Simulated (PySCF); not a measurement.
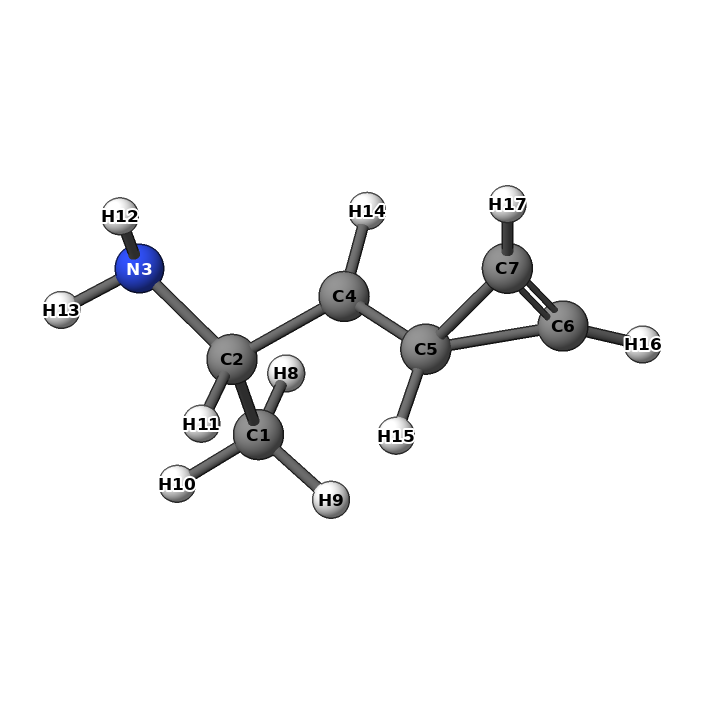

The questions are on Mulliken spin populations. State: neutral, doublet. Computed geometry: GFN2-xTB optimisation. No frequency run is at hand to confirm it as a minimum. Properties computed with UKS B3LYP, pcH-1 on C H N, non-relativistic (PySCF 2.14.0).

Give the Mulliken spin populations atom by atom.

| atom | value (e) |
| --- | --- |
| C1 | 0.04 |
| C2 | −0.07 |
| N3 | 0.01 |
| C4 | 0.94 |
| C5 | −0.10 |
| C6 | 0.08 |
| C7 | 0.09 |
| H8 | 0.00 |
| H9 | 0.00 |
| H10 | 0.01 |
| H11 | 0.01 |
| H12 | 0.00 |
| H13 | 0.00 |
| H14 | −0.04 |
| H15 | 0.00 |
| H16 | 0.01 |
| H17 | 0.01 |

Mulliken values depend strongly on the basis set.
